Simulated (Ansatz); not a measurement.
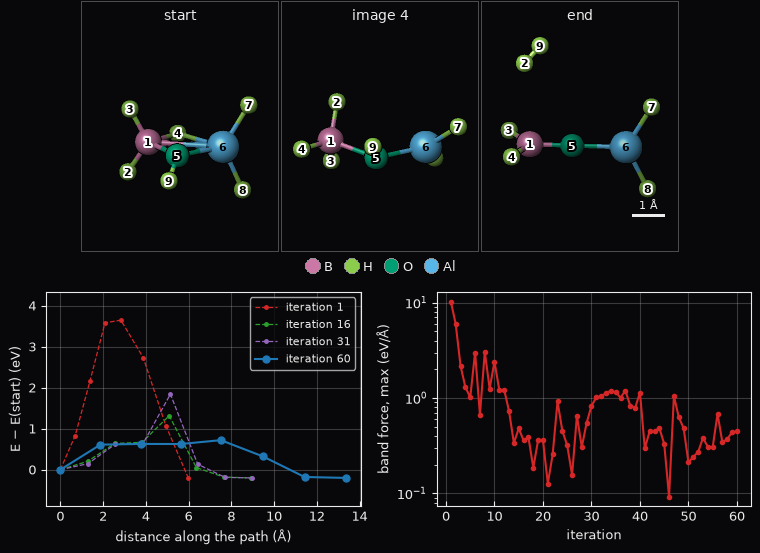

A search for the minimum-energy path of AlBH₆O by the nudged elastic band. Images are numbered from 0 (start) to 7 (end). The plot follows the band through its iterations. Style: ball-and-stick. Shown at a tilt.

Level of theory: RHF/def2-SVP in Ansatz 0.2.0. Set-up: 6 movable images; no climbing image; force threshold 0.05 eV/Å; iteration limit 60; starting path through a guess of the saddle point.

Judge this run.

Answer. The result isn't final. The band hadn't converged when the run stopped after 60 iterations. The largest component of the band force went from 10 to 0.45 eV/Å. The barrier read from it is provisional: over the last two iterations the highest image moved from 0.67 eV to 0.72 eV. The first iteration put the highest image at 3.65 eV. The highest point, image 4, lies 0.72 eV above the start and 0.92 eV above the end; the end is at −0.20 eV relative to the start.

Limits of the set-up: Hartree-Fock leaves out electron correlation.

Cost: 5 min on 1 thread of Arm Neoverse V1, on a shared host, peak memory 0.16 GiB.
